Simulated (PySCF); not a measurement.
HFOTe, SMILES O[Te]F at its PBE0/def2-SVP optimised geometry (Å):

```
4

Te    -0.8358    -1.1317     0.0000
F      1.1049    -1.1317     0.0000
O     -1.1049     0.8184     0.0000
H     -1.0441     1.1317    -0.9128
```

Level of theory: PBE0/def2-TZVP, def2 effective core potentials past Kr (PySCF). The core electrons that the potentials of Te replace are not part of the density. Cells within 0.4 Å of a nucleus heavier than hydrogen are left out (blank, or x).

Map of the log10 of the electron density (e/bohr³), floored at −4 on the plane z = 0.0 Å:

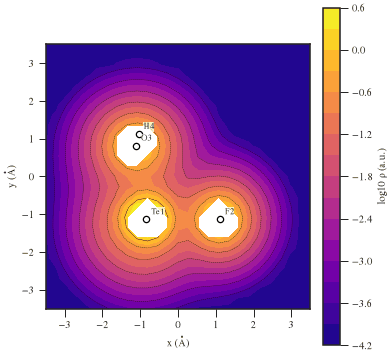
*Log10 of the electron density (e/bohr³), floored at −4 on the plane z = 0.0 Å.*
